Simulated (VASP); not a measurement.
Band structure of CeB2Ir3 (space group P6/mmm). Level of theory: LDA (Ceperley-Alder, Perdew-Zunger), VASP's LDA PAW potentials (set 64) (plane waves; VASP).

The run has a spin-polarised start. Unless said otherwise, spin-orbit coupling is left out, though it shifts the bands of the heavy elements here.

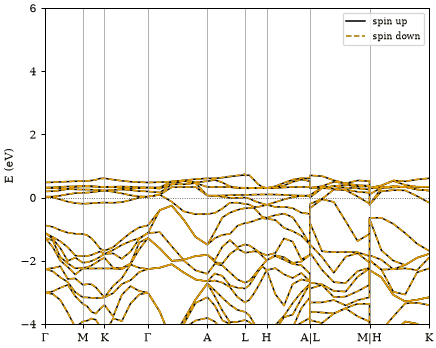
Fig. 1. Bands along high-symmetry lines, zero at the valence-band maximum or, without a gap, the Fermi level

Q: Read the plot: is there a gap, and where are the band edges?

A: It has no gap at this level: it comes out as a metal or semimetal.

The structure comes from a computed database's CeB2Ir3 entry; how it stands against other phases isn't given here. The cell was not relaxed at this level.
